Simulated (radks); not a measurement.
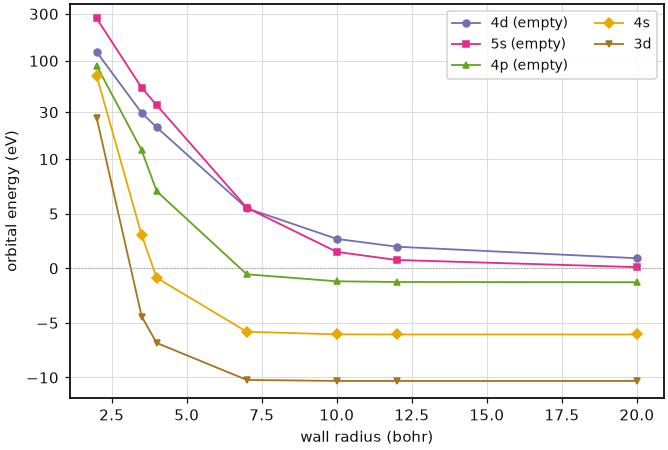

Atomic zinc (Zn); electrons: [Ar] 3d10 4s2. It is put inside a hard spherical wall of varying radius. Theory: non-relativistic Kohn-Sham, LDA (Slater exchange, Perdew-Wang correlation), spin-unpolarised, spherical densities, point nucleus (computed with the in-house radial solver radks). The plot shows the outer orbital energies, on a scale that is linear within ±10 eV and logarithmic beyond.

### How do the levels move, and do any cross?

The levels rise as the wall closes in: 4s goes from −6.06 eV at 20 bohr to 70.2 eV at 2 bohr and passes zero between 4 and 3.5 bohr. On compression 4d drops below 5s between 10 and 7 bohr; the level of higher l rises less. The fastest to rise is 5s (by 269.6 eV), the slowest 3d (by 37.1 eV): the wall presses hardest on the most extended orbitals.
